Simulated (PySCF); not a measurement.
```xyz
20

C     2.6996   -0.6247   -0.7028
C     1.8309    0.5509   -0.3091
C     1.1728    0.4213    1.0665
Si   -0.4474    0.4477    0.0625
O    -1.2086   -0.9794    0.0664
Si   -2.1462   -2.2148   -0.4255
Si   -1.9238    2.1895    0.0190
Cl   -3.6751    1.6012    0.8188
O     0.6679    0.6178   -1.1481
H     3.0001   -0.5336   -1.7436
H     3.5866   -0.6595   -0.0747
H     2.1340   -1.5459   -0.5826
H     2.3769    1.4910   -0.4331
H     1.4379   -0.4979    1.5793
H     1.3722    1.2638    1.7205
H    -1.3976   -2.9583   -1.4370
H    -2.3678   -2.9827    0.7964
H    -3.3697   -1.6324   -0.9725
H    -1.4987    3.3605    0.7983
H    -2.2491    2.6963   -1.3188
```

Geometry: GFN2-xTB.

Theory: PBE0/pcSseg-1, SCF density, gas phase, non-relativistic (PySCF).

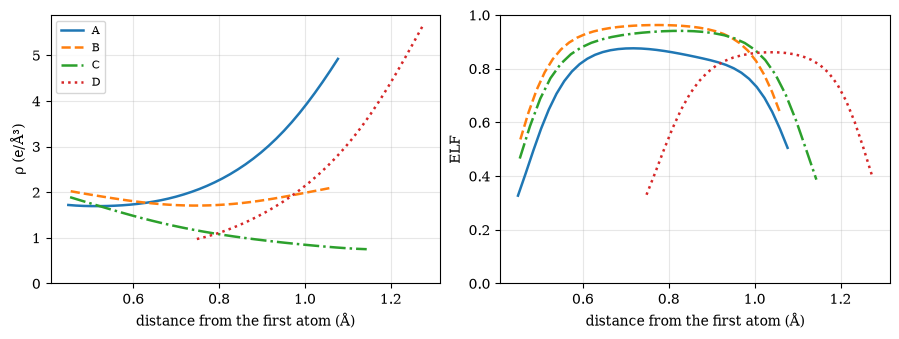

C₃H₁₁ClO₂Si₃. Total electron density and ELF along straight lines between neighbouring atoms. The curves leave out the atomic cores.

> Which curve belongs to which contact (C–C, C–O, C–Si and Si–O)? The first atom named is at distance zero.

Curve A: C–O (1.44 Å): ρ at the midpoint is about 2 e/Å³, with its minimum of 1.7 e/Å³ about 0.5 Å from C; the ELF peaks at about 0.90 between the atoms; a shared but strongly polarised pair. Curve B: C–C (1.51 Å): the density is about 1.7 e/Å³ at the midpoint; the ELF peaks at about 0.95 between the atoms; localised, covalent bonding. Curve C: C–Si (1.91 Å): ρ at the midpoint is about 0.89 e/Å³; the ELF peaks at about 0.95 between the atoms; a shared electron pair. Curve D: Si–O (1.62 Å): the density is about 1.1 e/Å³ at the midpoint; the ELF peaks at about 0.85 between the atoms, as expected for a polar covalent bond.
